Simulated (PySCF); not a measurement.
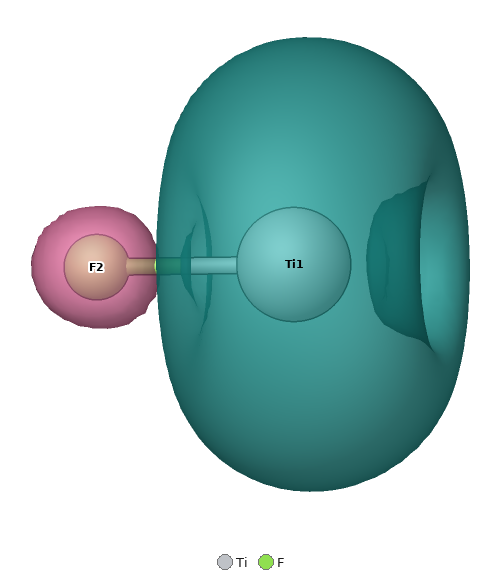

Figure 1: TiF (quartet). Isosurfaces of the spin density (α minus β) at +0.02 (teal) and −0.02 e/Å³ (pink), seen from one side.

All numbers below come from PySCF 2.14.0, PBE0/def2-TZVP, non-relativistic Hamiltonian with scalar-relativistic core potentials where named, at a bond length of 1.776 Å.

```
atom   x (Å)   y (Å)    z (Å)
  Ti  0.0000  0.0000  -0.5040
   F  0.0000  0.0000   1.2720
```

Where is the unpaired spin?

Answer. The unpaired spin (3 electrons) lies mostly on Ti1 (about 3.0), in electrons by Hirshfeld's partition.
